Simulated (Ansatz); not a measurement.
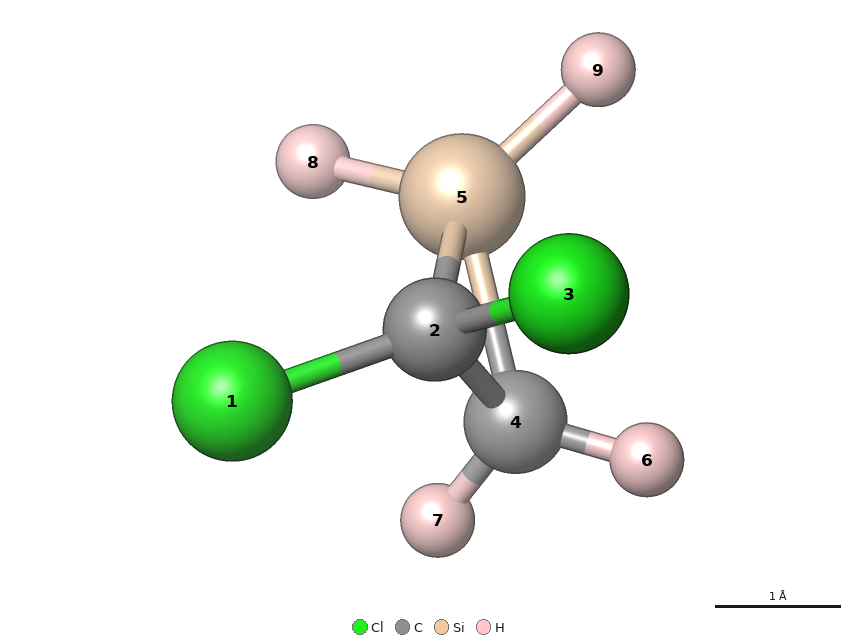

Orthographic view. Distant atoms are faded towards the background colour. The geometry was computed by an optimisation with PBE-D4/def2-SVP. No frequency run is at hand to confirm it as a minimum.

Write a Z-matrix (Å, degrees) in the order of the atom numbers, with these reference atoms: 2 to 1; 3 to 2, 1; 4 to 2, 1, 3; 5 to 4, 2, 1; 6 to 4, 2, 1; 7 to 4, 6, 2; 8 to 5, 4, 6; 9 to 5, 8, 4.

```
Cl 
C    1   1.785
Cl   2   1.786   1   113.1
C    2   1.533   1   115.6   3   135.6
Si   4   1.892   2    66.1   1   113.4
H    4   1.104   2   115.9   1  -133.1
H    4   1.104   6   113.3   2  -136.0
H    5   1.492   4   118.3   6   148.7
H    5   1.492   8   116.9   4   153.2
```
